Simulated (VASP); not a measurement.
Data:

```
CaO
1.0
    0.00000     2.35978     2.35978
    2.35978     0.00000     2.35978
    2.35978     2.35978     0.00000
Ca O
1 1
Direct
  0.00000   0.00000   0.00000
  0.50000   0.50000   0.50000
```

Computed with LDA (Ceperley-Alder, Perdew-Zunger), VASP's LDA PAW potentials (set 64) (plane waves; VASP). Settings: 520 eV cut-off, 11×11×11 Γ-centred mesh, tetrahedra with Blöchl corrections, potentials Ca_sv O.

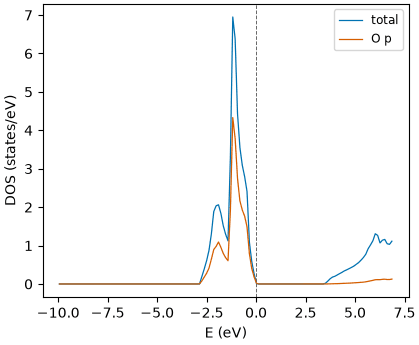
Fig. 1. Total and projected density of states, zero at the valence-band maximum

Within 2 eV below the valence-band maximum the largest weight inside VASP's projection spheres is O p.

It has a band gap.

The compound is CaO in the rock salt structure. It was relaxed first, which changed the volume by -6 %.
